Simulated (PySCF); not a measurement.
**C2H7Al: one change and its effect**

System: C2H7Al, SMILES C[CH2][AlH2].
Method of the first run: GIAO PBE0/6-311+G(2d,p) NMR shielding, non-relativistic, gas phase (PySCF 2.14.0).

The geometry comes from this level: PBE0-D3(BJ)/def2-SVP. Text and figures count atoms from 1; the logs count them from 0 in places.

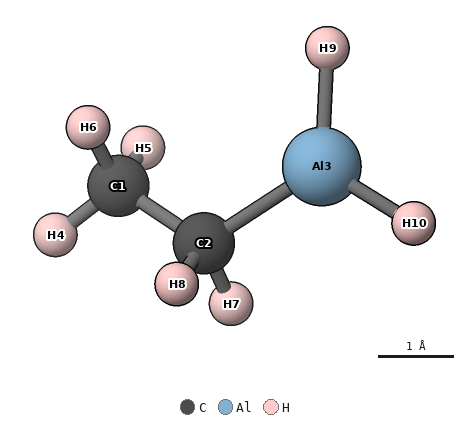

Figure 1. The structure (ball-and-stick view, seen at a tilt; atoms are numbered from 1 in the order of the input). Sticks mark near contacts. Bond lengths as drawn: Al–C 1.96 Å, Al–H 1.60 Å, C–C 1.53 Å and C–H 1.10 to 1.11 Å.

Input, the first run:
```
{"job": {"kind": "nmr", "xc": "PBE0", "basis": "6-311+G(2d,p)", "pop": true}, "charge": 0, "multiplicity": 1}
C     -1.217279    -0.052658     0.543390
C     -0.190657     0.258176    -0.544721
Al     1.688422    -0.178309    -0.172847
H     -2.243568     0.218422     0.244688
H     -1.000396     0.488674     1.478434
H     -1.230349    -1.124364     0.800522
H     -0.223291     1.331413    -0.816946
H     -0.456715    -0.255783    -1.489402
H      2.124206    -0.854753     1.205124
H      2.799804     0.148379    -1.269418
```

The first line tells a small driver script what to run in PySCF; the rest is the geometry in Å.

Launched with:
```bash
OMP_NUM_THREADS=1 python <driver script> task.json out
```

Hardware: 1 CPU thread, shared host.

Output (the first run):
```
coarse grid: 8136 points
cycle   1  E = -322.6018344511  dE = -1.423e-01  |g| = 3.875e-01  |ddm| = 2.237e+00
cycle   2  E = -322.5819495077  dE =  1.988e-02  |g| = 4.725e-01  |ddm| = 6.910e-01
cycle   3  E = -322.6416809898  dE = -5.973e-02  |g| = 3.379e-02  |ddm| = 3.988e-01
cycle   4  E = -322.6419852929  dE = -3.043e-04  |g| = 9.862e-03  |ddm| = 3.880e-02
cycle   5  E = -322.6420024318  dE = -1.714e-05  |g| = 3.621e-03  |ddm| = 8.889e-03
cycle   6  E = -322.6420055308  dE = -3.099e-06  |g| = 6.157e-04  |ddm| = 2.606e-03
final grid: 71912 points
cycle   7  E = -322.6391481056  dE = -2.058e-05  |g| = 5.801e-03  |ddm| = 2.528e-02
cycle   8  E = -322.6391429171  dE =  5.189e-06  |g| = 7.283e-03  |ddm| = 9.294e-03
cycle   9  E = -322.6391567332  dE = -1.382e-05  |g| = 3.173e-04  |ddm| = 5.278e-03
cycle  10  E = -322.6391567545  dE = -2.130e-08  |g| = 1.274e-04  |ddm| = 3.058e-04
cycle  11  E = -322.6391567582  dE = -3.683e-09  |g| = 2.605e-05  |ddm| = 9.288e-05
cycle  12  E = -322.6391567583  dE = -1.750e-10  |g| = 2.626e-06  |ddm| = 2.567e-05
converged SCF energy = -322.6391567583

GIAO shielding tensors (ppm)
atom      isotropic    diamagn.    paramagn.     s11        s22        s33       span
  0 C      176.189     243.006     -66.817    168.556    171.717    188.293     19.738
  1 C      176.615     243.375     -66.761    154.246    187.195    188.403     34.156
  2 Al     264.249     793.877    -529.628    167.022    263.324    362.402    195.381
  3 H       30.167      29.306       0.861     25.350     28.346     36.806     11.456
  4 H       30.406      29.800       0.605     26.581     28.398     36.238      9.657
  5 H       30.390      29.794       0.596     26.560     28.401     36.209      9.648
  6 H       31.037      29.836       1.201     26.685     29.956     36.471      9.786
  7 H       31.071      29.820       1.251     26.706     29.988     36.519      9.813
  8 H       25.812      27.688      -1.876     24.070     24.262     29.104      5.034
  9 H       25.868      27.924      -2.057     23.782     24.140     29.681      5.899
```

The input of the second run differs as follows (lines with − go, lines with + come):
```diff
-"basis": "6-311+G(2d,p)"
+"basis": "6-31G*"
```

Predict how the results change.

The total energy of the second run is 30.7 kcal/mol higher, which measures the change of basis and not a stability. The HOMO goes from −7.55 to −7.40 eV. The LUMO goes from −1.36 to −1.24 eV. Of all shieldings, the largest change is that of Al3, by +58.1 ppm. The number of SCF iterations is the same. The basis functions go from 131 to 60.

Output (the second run):
```
coarse grid: 8136 points
cycle   1  E = -322.5824185688  dE = -1.349e-01  |g| = 3.794e-01  |ddm| = 2.441e+00
cycle   2  E = -322.5662841384  dE =  1.613e-02  |g| = 4.490e-01  |ddm| = 7.621e-01
cycle   3  E = -322.6225848216  dE = -5.630e-02  |g| = 2.520e-02  |ddm| = 4.362e-01
cycle   4  E = -322.6227817547  dE = -1.969e-04  |g| = 8.240e-03  |ddm| = 3.730e-02
cycle   5  E = -322.6227977954  dE = -1.604e-05  |g| = 3.078e-03  |ddm| = 9.575e-03
cycle   6  E = -322.6228002008  dE = -2.405e-06  |g| = 1.585e-04  |ddm| = 2.491e-03
final grid: 71912 points
cycle   7  E = -322.5902305475  dE = -6.385e-06  |g| = 5.921e-03  |ddm| = 1.142e-02
cycle   8  E = -322.5902255519  dE =  4.996e-06  |g| = 7.360e-03  |ddm| = 1.187e-02
cycle   9  E = -322.5902402406  dE = -1.469e-05  |g| = 2.462e-04  |ddm| = 6.496e-03
cycle  10  E = -322.5902402545  dE = -1.382e-08  |g| = 8.761e-05  |ddm| = 2.695e-04
cycle  11  E = -322.5902402564  dE = -1.891e-09  |g| = 1.468e-05  |ddm| = 7.869e-05
cycle  12  E = -322.5902402564  dE = -5.991e-11  |g| = 1.620e-06  |ddm| = 1.895e-05
converged SCF energy = -322.5902402564

GIAO shielding tensors (ppm)
atom      isotropic    diamagn.    paramagn.     s11        s22        s33       span
  0 C      182.224     244.995     -62.770    174.592    178.314    193.767     19.176
  1 C      183.755     243.244     -59.489    163.178    190.897    197.190     34.012
  2 Al     322.342     796.607    -474.266    224.634    324.033    418.357    193.723
  3 H       30.714      28.808       1.906     25.860     29.121     37.161     11.301
  4 H       30.743      29.340       1.403     26.778     28.924     36.527      9.749
  5 H       30.725      29.336       1.388     26.752     28.924     36.498      9.745
  6 H       31.606      28.880       2.726     27.024     30.472     37.321     10.297
  7 H       31.641      28.878       2.763     27.047     30.501     37.375     10.329
  8 H       25.766      28.690      -2.924     23.586     24.354     29.358      5.772
  9 H       25.920      28.407      -2.486     23.490     24.408     29.863      6.373
```

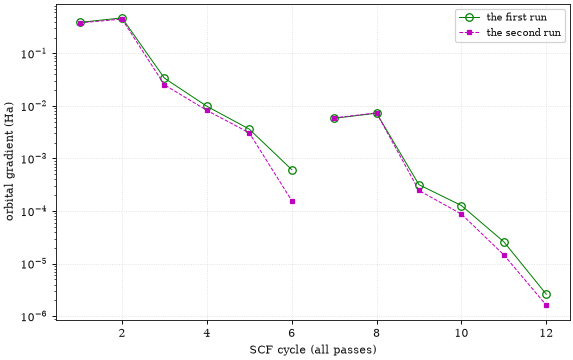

Figure 2. Convergence of the two runs: orbital gradient against the SCF cycle. A break in a curve parts two SCF passes (coarse and final grid). The first run takes 12 cycles in all, and the second run takes 12.

The two runs side by side:

```tsv
quantity	the first run	the second run
outcome	converged	converged
total energy (hartree)	−322.639157	−322.590240
HOMO (eV)	−7.55	−7.40
LUMO (eV)	−1.36	−1.24
dipole moment (D)	0.73	0.74
shielding of C1 (ppm)	176.2	182.2
shielding of C2 (ppm)	176.6	183.8
shielding of Al3 (ppm)	264.2	322.3
shielding of H4 (ppm)	30.2	30.7
shielding of H5 (ppm)	30.4	30.7
shielding of H7 (ppm)	31.0	31.6
shielding of H8 (ppm)	31.1	31.6
SCF iterations	12	12
basis functions	131	60
wall time (shared host)	6.7 s	2.9 s
```
